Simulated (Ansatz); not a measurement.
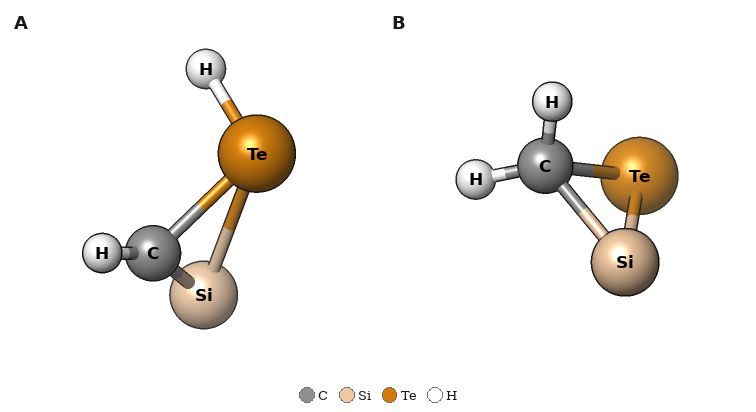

2 stationary structures of one formula. Geometries: PBE0-D4/def2-TZVP. Electronic energies: RHF-CCSD(T) (frozen core)/def2-TZVPP (Ansatz 0.2.0), without zero-point energy. No frequency run is at hand to confirm each as a minimum.

> Which structure is the most stable?

B is lowest (Cs); A lies 121.4 kJ/mol above it (C1).

Give E(B) − E(A) in kJ/mol at these levels too: PBE-D4/def2-TZVPP; PBE0-D4/def2-TZVPP; r2SCAN-D4/def2-TZVPP; PBE0-D4/def2-TZVP; RHF-CCSD(T) (frozen core)/def2-TZVPP; B3LYP-D4/def2-TZVPP; ωB97M-V/def2-TZVPP.

```
                               level  E(B) − E(A) (kJ/mol)
                   PBE-D4/def2-TZVPP                −122.8
                  PBE0-D4/def2-TZVPP                −127.8
                r2SCAN-D4/def2-TZVPP                −124.5
                   PBE0-D4/def2-TZVP                −127.7
RHF-CCSD(T) (frozen core)/def2-TZVPP                −121.4
                 B3LYP-D4/def2-TZVPP                −123.4
                  ωB97M-V/def2-TZVPP                −121.0
```
